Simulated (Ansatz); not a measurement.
# C3H7FOSi: the cost of one run

Computed with Ansatz 0.2.0 through its Python package. The levels of theory stand in the script.

**1. Starting point**

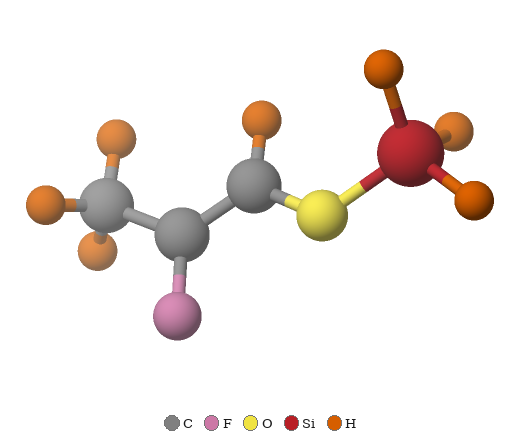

The structure that the script starts from, seen from a chosen angle (carbon grey, fluorine pink, oxygen yellow, silicon red, hydrogen orange).

No structure file is read: the coordinates are typed or built in the script.

**2. The code**

disp_c3h7fosi.py

```python
"""Size of D3 and D4 in C3H7FOSi."""

import ansatz as az

BASIS_SET = "def2-SVP"

GEOMETRY = """
C     2.46380    0.26900   -0.05450
C     1.20130   -0.52290   -0.11060
F     1.30630   -1.86050   -0.28630
C    -0.02120    0.01110    0.00220
O    -1.15790   -0.75570   -0.05530
Si   -2.66410   -0.06780    0.08760
H     2.27660    1.33780    0.08960
H     3.02380    0.14280   -0.98590
H     3.08740   -0.08320    0.77270
H    -0.16990    1.07440    0.14420
H    -2.77200    0.62940    1.39480
H    -2.85820    0.93590   -0.99010
H    -3.71590   -1.11030   -0.00840
"""

geometry = az.Crystal.molecule()
for line in GEOMETRY.strip().splitlines():
    symbol, *xyz = line.split()
    geometry = geometry.atom(symbol, [float(v) for v in xyz])

model = geometry.calculation().basis(gaussian=BASIS_SET)
for name in ["b3lyp", "r2scan"]:
    for correction in ("d3bj", "d4"):
        report = model.functional(name, dispersion=correction).run(threads=1).report
        print(f"{name:8s} {correction:5s} total {report['free_energy_ev']:.5f} eV, of which dispersion {1000 * report['dispersion']['energy']['ev']:.2f} meV")
```

**3. The calls as engine input**

The package turns the script's settings into the engine's input (first run):

```yaml
crystal:
  periodic: [false, false, false]
  atoms:
    - { symbol: C, position_ang: [2.4638, 0.269, -0.0545] }
    - { symbol: C, position_ang: [1.2013, -0.5229, -0.1106] }
    - { symbol: F, position_ang: [1.3063, -1.8605, -0.2863] }
    - { symbol: C, position_ang: [-0.0212, 0.0111, 0.0022] }
    - { symbol: O, position_ang: [-1.1579, -0.7557, -0.0553] }
    - { symbol: Si, position_ang: [-2.6641, -0.0678, 0.0876] }
    - { symbol: H, position_ang: [2.2766, 1.3378, 0.0896] }
    - { symbol: H, position_ang: [3.0238, 0.1428, -0.9859] }
    - { symbol: H, position_ang: [3.0874, -0.0832, 0.7727] }
    - { symbol: H, position_ang: [-0.1699, 1.0744, 0.1442] }
    - { symbol: H, position_ang: [-2.772, 0.6294, 1.3948] }
    - { symbol: H, position_ang: [-2.8582, 0.9359, -0.9901] }
    - { symbol: H, position_ang: [-3.7159, -1.1103, -0.0084] }
basis:
  gaussian:
    orbitals: def2-SVP
hamiltonian:
  xc: b3lyp
  dispersion: d3bj
```

**4. Launch**

Launch:

```
> python disp_c3h7fosi.py
```

Q: Estimate wall time and peak memory on 1 thread of Arm Neoverse V2, shared host.

About 24 s, with a peak of 0.3 GiB.
